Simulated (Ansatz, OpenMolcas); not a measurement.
SnH3OF (SMILES [OH][SnH2][F]): the electronic atomisation energy, rung by rung

SnH3OF: 6 atoms, total charge 0, spin state singlet. SMILES: `[OH][SnH2][F]`. The shape is that of a PBE0-D4/def2-TZVP optimisation. This is one conformer, not always the lowest.

```xyz
6

O    -1.4144   -0.3330   -0.4250
Sn    0.3023    0.2559    0.2837
F     1.4091   -1.3151    0.3021
H    -1.3686   -0.6857   -1.3167
H     1.0961    1.3171   -0.7821
H     0.0175    0.6967    1.8919
```

Quantity: the electronic atomisation energy, in eV. The values are calculated. Electronic energies at fixed atoms, without zero-point motion or spin-orbit coupling.

| level | kind | program | value (eV) | less CCSD(T)/def2-SVPD | CPU time (all runs) |
| --- | --- | --- | --- | --- | --- |
| HF/def2-SVPD (core potential) | Hartree–Fock | Ansatz | 12.05 | -5.50 | 4.4 s |
| TPSS/def2-SVPD (core potential) | meta-GGA | OpenMolcas | 18.18 | +0.63 | 79 s |
| r2SCAN/def2-SVPD (core potential) | meta-GGA | Ansatz | 18.04 | +0.49 | 24 s |
| B3LYP/def2-SVPD (core potential) | global hybrid | OpenMolcas | 17.79 | +0.24 | 56 s |
| CAM-B3LYP/def2-SVPD (core potential) | range-separated hybrid | Ansatz | 18.11 | +0.56 | 13 s |
| wB97X/def2-SVPD (core potential) | range-separated hybrid | Ansatz | 18.32 | +0.77 | 41 s |
| PBE-QIDH/def2-SVPD (core potential) | double hybrid | Ansatz | 17.68 | +0.13 | 15 s |
| CCSD(T)/def2-SVPD (core potential) | coupled cluster or CI | Ansatz | 17.55 | 0.00 | 50 s |

CCSD(T)/def2-SVPD (core potential) is the highest level here, not the true value. The values span 12.05 to 18.32 eV. In the correlated wave-function rows the outer d shell of Sn is correlated, in sets not made for it. CPU times are rough (shared hosts, several kinds of processor): they show what a rung costs within a factor of a few.

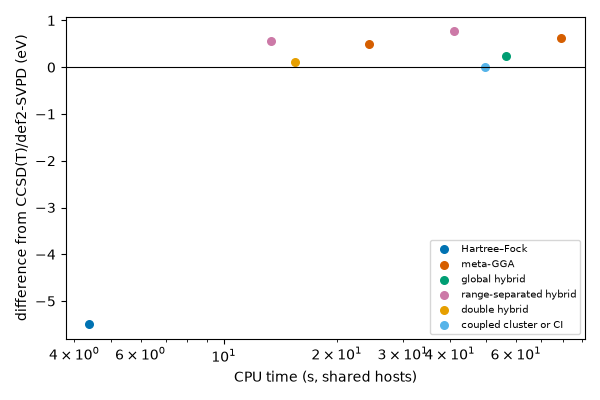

Difference from CCSD(T)/def2-SVPD against processor time, one point a level.
